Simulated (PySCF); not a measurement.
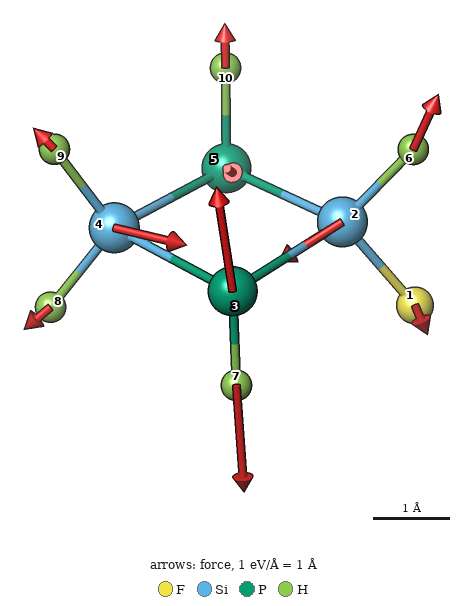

Starting geometry of Si₂P₂H₅F with the computed forces as red arrows. A ball-and-stick model, seen at a tilt.

The start comes from GFN2-xTB. Its atoms were then displaced at random by about 0.01 Å.

The calculation used PySCF, PBE0-D3(BJ)/def2-SVP geometry optimisation, gas phase. 

**Is this structure relaxed? If not, where do the atoms go?**

It isn't relaxed: the largest force vector, on H7, is 1.57 eV/Å. The final displacements have little in common with the starting forces (cosine between the two patterns −0.01). After 20 geometry steps the energy has fallen by 18.5 kJ/mol. The largest move after the best rigid fit is that of H6, 0.65 Å. By element the largest moves are H 0.65 Å, F 0.52 Å, P 0.39 Å, Si 0.17 Å. Near-neighbour distances that change, for instance: P3–H7 1.365 → 1.435 Å, Si2–H6 1.448 → 1.490 Å, P3–Si4 2.317 → 2.287 Å, P5–H10 1.403 → 1.428 Å. Bond angles that change, for instance: Si2–P5–Si4 83.2° → 77.5°, Si4–P3–H7 94.8° → 89.1°, P5–Si2–H6 119.2° → 113.7°. Cost: 3 min on 1 thread of Arm Neoverse N1 (shared host).
